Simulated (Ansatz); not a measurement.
# Calculations on CH$_{2}$BOS

**1. Relaxation**

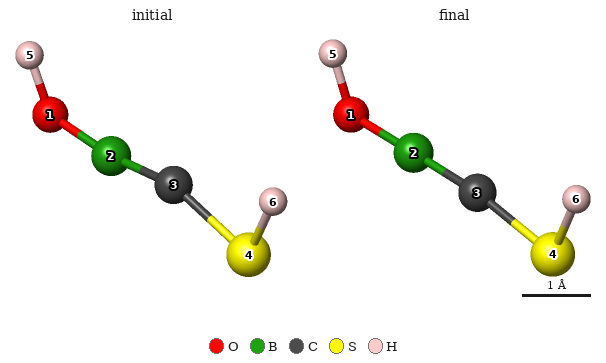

The structure of CH2BOS (multiplicity 2) before (left) and after (right) a relaxation, at one scale.

The picture is a ball-and-stick view, seen from a free direction.

The run prepares an end point of a later path (hydrogen shift) calculation, from a guessed geometry.

Level of theory: UKS PBE-D4/def2-SVP (Ansatz 0.2.0).

Input
```yaml
crystal:
  periodic: [false, false, false]
  atoms:
    - { symbol: O, position_ang: [0.28753, -0.71195, -1.97556] }
    - { symbol: B, position_ang: [0.16997, -0.47363, -0.68593] }
    - { symbol: C, position_ang: [-0.01985, -0.00121, 0.57555] }
    - { symbol: S, position_ang: [-0.06288, -0.03046, 2.24126] }
    - { symbol: H, position_ang: [0.09531, -0.028, -2.61247] }
    - { symbol: H, position_ang: [-0.47009, 1.24525, 2.45716] }
magnetization:
  spin_polarized: true
  initial_magnetization: 1
basis:
  gaussian: { orbitals: def2-SVP }
hamiltonian:
  xc: pbe
  dispersion: d4
relax:
  f_tol: 0.02
  max_steps: 50
```

Launched with:
```bash
ansatz run input.yaml --threads 2 --pin off --max-ram 3072MiB --backend cpu --events-out ev --progress --plain --runs-dir out
```

> What changed between the two?

After 7 geometry steps the energy has fallen by 0.088 eV. Largest force component: 1.3 eV/Å at the start, 0.016 eV/Å at the end. The largest move after the best rigid fit is that of C3, 0.14 Å. By element the largest moves are C 0.14 Å, B 0.06 Å, H 0.06 Å, O 0.04 Å, S 0.03 Å. Among the contacts that change: S4–H6 1.356 → 1.389 Å, O1–B2 1.317 → 1.339 Å, O1–H5 0.954 → 0.975 Å, C3–S4 1.667 → 1.646 Å. Among the angles between lasting bonds that change: B2–C3–S4 157.6° → 171.1°, O1–B2–C3 169.6° → 179.2°, B2–O1–H5 120.4° → 114.5°. Cost: 7.4 s on 2 threads of Intel(R) Xeon(R) 6975P-C (Granite Rapids), with other jobs on the host, peak memory 0.19 GiB.

**2. Relaxation**

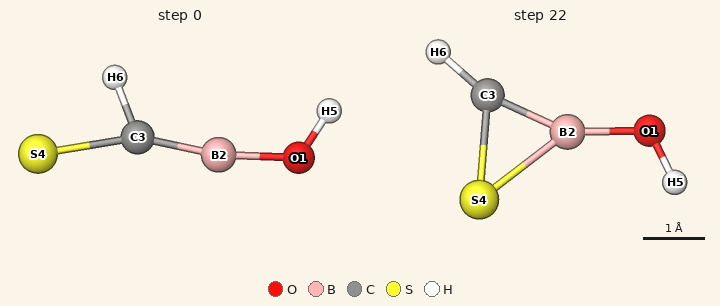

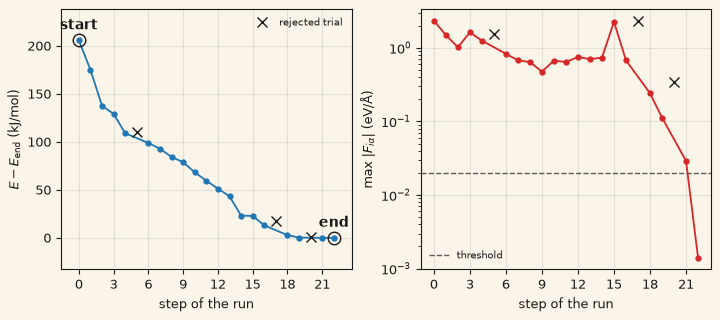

First and last geometry of a relaxation of CH2BOS (multiplicity 2), with the history of the run. Style: ball-and-stick. Shown at a tilt.

The run prepares an end point of a later path (hydrogen shift) calculation, from a guessed geometry.

Level of theory: UKS PBE-D4/def2-SVP in Ansatz 0.2.0.

The input:
```yaml
crystal:
  periodic: [false, false, false]
  atoms:
    - { symbol: O, position_ang: [0.28753, -0.71195, -1.97556] }
    - { symbol: B, position_ang: [0.16997, -0.47363, -0.68593] }
    - { symbol: C, position_ang: [-0.01985, -0.00121, 0.57555] }
    - { symbol: S, position_ang: [-0.06288, -0.03046, 2.24126] }
    - { symbol: H, position_ang: [0.09531, -0.028, -2.61247] }
    - { symbol: H, position_ang: [-0.34963, 1.02044, 0.76414] }
magnetization:
  spin_polarized: true
  initial_magnetization: 1
basis:
  gaussian: { orbitals: def2-SVP }
hamiltonian:
  xc: pbe
  dispersion: d4
relax:
  f_tol: 0.02
  max_steps: 50
output:
  orbitals: {}
```

Launched with:
```bash
ansatz run input.yaml --threads 2 --pin off --max-ram 3072MiB --backend cpu --events-out ev --progress --plain --runs-dir out
```

### Read the history and describe the run.

It converged. After 19 accepted moves (22 points after the start) the energy has fallen by 205.7 kJ/mol. The largest force component goes from 2.4 to 0.0014 eV/Å. The line search rejected the trial steps at points 5, 17, 20 of the run. S4 moves most after the best rigid fit: 1.54 Å. Largest moves by element: S 1.54 Å, H 1.26 Å, C 0.74 Å, O 0.48 Å, B 0.43 Å. Some distances before and after: B2–S4 2.970 → 1.875 Å, S4–H6 1.835 → 2.615 Å, C3–S4 1.667 → 1.800 Å, B2–C3 1.360 → 1.445 Å. New bonds form, among them: B2–S4 (2.97 → 1.87 Å). Bond angles that change, for instance: B2–C3–S4 157.6° → 69.6°, S4–C3–H6 80.5° → 127.5°, B2–C3–H6 121.9° → 162.9°.

**3. Path**

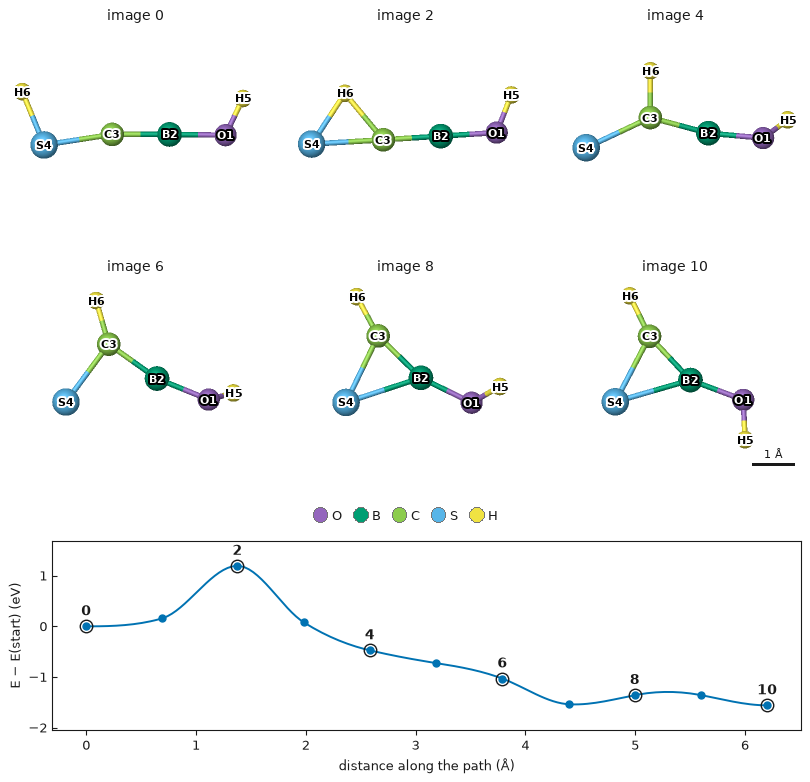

A nudged-elastic-band calculation for CH$_{2}$BOS (multiplicity 2). Images are numbered from 0 (start) to 10 (end). A ball-and-stick model, seen face on.

The calculation used UKS PBE-D4/def2-SVP (Ansatz 0.2.0). Run with 9 movable images; climbing image; force threshold 0.03 eV/Å; iteration limit 60; starting path through a guess of the saddle point.

> Describe the mechanism and the energy profile.

The path has more than one stage, and so few images may leave a stage unresolved. Breaking: S4–H6 (1.39 → 1.46 at the top → 2.61 Å). Forming: B2–S4 (3.01 → 3.09 at the top → 1.87 Å), C3–H6 (2.38 → 1.45 at the top → 1.09 Å). The highest point, image 2, lies 1.19 eV above the start and 2.75 eV above the end; the end is at −1.56 eV relative to the start. The profile has 2 maxima (images 2, 9) with a dip at image 7 (−1.54 eV), so the process runs in steps. The band converged in 28 iterations. The largest component of the band force went from 150 to 0.0081 eV/Å. The climbing image converged on the top of the path. Its vibrational analysis gives one imaginary mode (1282i cm⁻¹), as a transition state must have.

Cost: 3.3 min on 2 threads of Intel(R) Xeon(R) 6975P-C (Granite Rapids), with other jobs on the host, peak memory 0.17 GiB.
